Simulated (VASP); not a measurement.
Band structure of TaSb (relaxed from the CsCl type structure, space group Pm-3m). Method: PBEsol GGA, VASP's PBE PAW potentials (set 64) (plane waves; VASP).

Unless said otherwise, spin-orbit coupling is left out, though it shifts the bands of the heavy elements here.

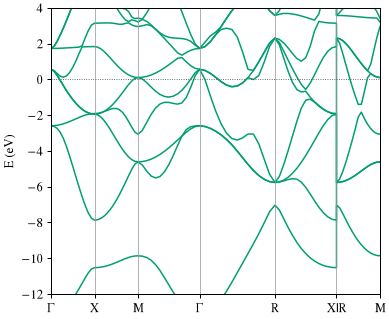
Figure: Bands along high-symmetry lines, zero at the valence-band maximum or, without a gap, the Fermi level

Question: Read the plot: is there a gap, and where are the band edges?

Answer: It has no gap at this level: it comes out as a metal or semimetal. (Edges off the drawn lines would not show.)

The structure was generated: TaSb was put into the CsCl type type (Pm-3m), which need not be its known phase. It was relaxed first, which changed the volume by -41 %.
